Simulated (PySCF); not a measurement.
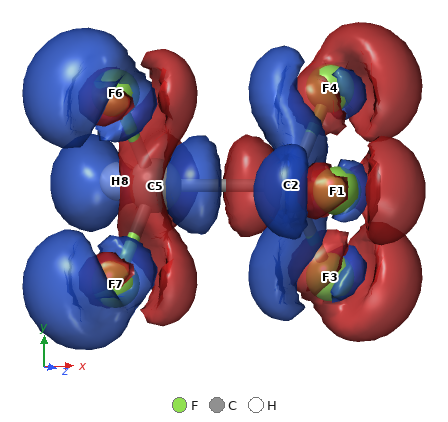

C2HF5, SMILES `FC(F)(F)C(F)F`. Change of the electron density in a uniform field of 0.10 V/Å, surfaces at ±0.0008 e/Å³ (blue: gain, red: loss).

Computed with PySCF, HF/def2-SVPD, geometry: GFN2-xTB. No frequency check shows the geometry to be a minimum.

The field was applied in both directions; the picture shows the one opposite to the script's first.

Along which Cartesian direction does the field point?

Along +x: electrons gather on the −x side, against the field.

What dipole is induced, and what polarisability does it imply?

The induced dipole is 0.14 D (along the field); α along this axis, from the fields in both directions, is 28 bohr³ (4.1 Å³).

Cost of the run: 3 s on 1 thread of Intel(R) Xeon(R) 6975P-C (Granite Rapids) (shared host), peak memory 0.49 GiB.
